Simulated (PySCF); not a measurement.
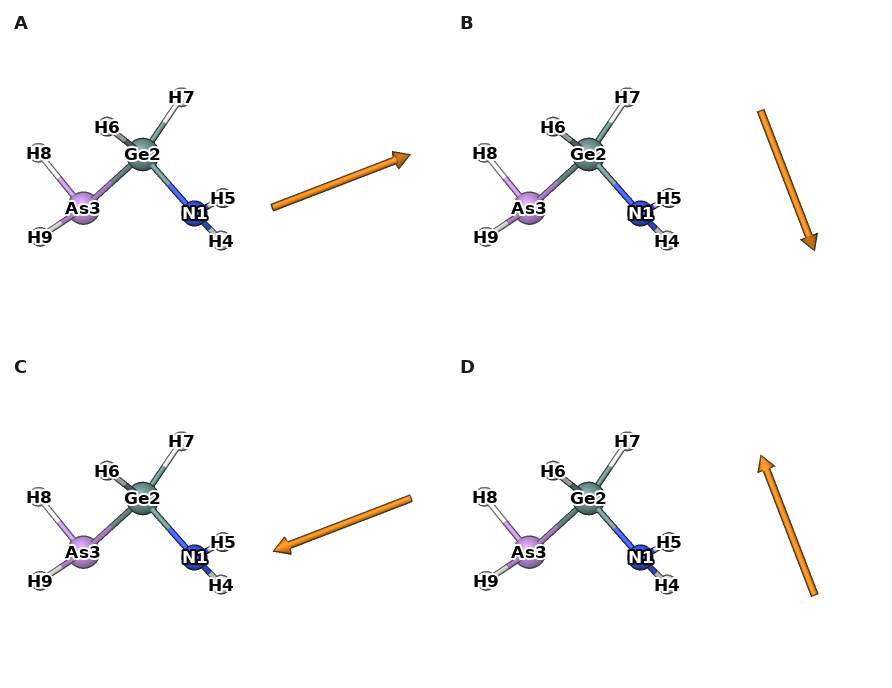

The same molecule four times, each with an arrow. The geometry was computed by an optimisation with GFN2-xTB. No frequency run is at hand to confirm it as a minimum. Method: PBE0/def2-SVPD, gas phase (PySCF 2.14.0).

**Which arrow points along the dipole moment, from the negative to the positive end?**

A. The dipole moment is 0.59 D; it points from the side of H9 to the side of H7 (the outermost atoms at the two ends).

The geometry is semi-empirical. Around As, Ge such bond lengths and angles can be off by a tenth of an ångström or more and by several degrees, and values that hang on the shape move with them.
